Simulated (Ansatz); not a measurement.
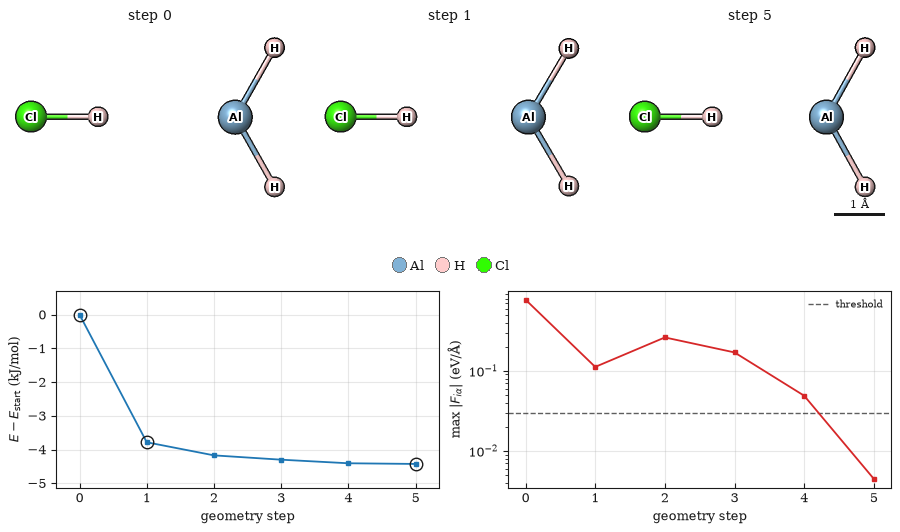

Frames of a relaxation of AlH₃Cl (multiplicity 2), marked on the history of the run. The picture is a ball-and-stick view, seen face on.

The run prepares an end point of a later path (reaction) calculation, from a guessed geometry.

Theory: UKS PBE-D4/def2-TZVP (Ansatz).

The input:
```yaml
crystal:
  periodic: [false, false, false]
  atoms:
    - { symbol: Al, position_ang: [0.0, 0.0, -0.309305] }
    - { symbol: H, position_ang: [0.0, 0.0, 2.444996] }
    - { symbol: H, position_ang: [1.405777, 0.0, -1.099065] }
    - { symbol: H, position_ang: [-1.405777, 0.0, -1.099065] }
    - { symbol: Cl, position_ang: [0.0, 0.0, 3.792439] }
magnetization:
  spin_polarized: true
  initial_magnetization: 1
basis:
  gaussian: { orbitals: def2-TZVP }
hamiltonian:
  xc: pbe
  dispersion: d4
relax:
  f_tol: 0.03
  max_steps: 50
```

Run as
```bash
ansatz run input.yaml --threads 4 --pin off --max-ram 5120MiB --backend cpu --events-out ev --progress --plain --runs-dir out
```

> Describe the path.

The atom that moves furthest after the best rigid fit is H2 (0.28 Å). Largest moves by element: H 0.28 Å, Cl 0.28 Å, Al 0.18 Å. Near-neighbour distances that change, for instance: Al1–H2 2.754 → 2.298 Å, Al1–H3 1.612 → 1.605 Å. The energy falls by 4.43 kJ/mol in 5 geometry steps. Largest force component: 0.77 eV/Å at the start, 0.0045 eV/Å at the end. The run took 2.1 s on 4 threads of AMD EPYC 9R45 96-Core Processor (Zen 5) (shared host), peak memory 0.18 GiB. From step 0 to 1: Cl5 moves most (0.19 Å), energy −3.79 kJ/mol. From step 1 to 5: H2 moves most (0.10 Å), energy −0.64 kJ/mol.

Limits of the set-up: the start holds two separate molecules, 2.8 Å apart at their closest, whose relative position is a soft coordinate.
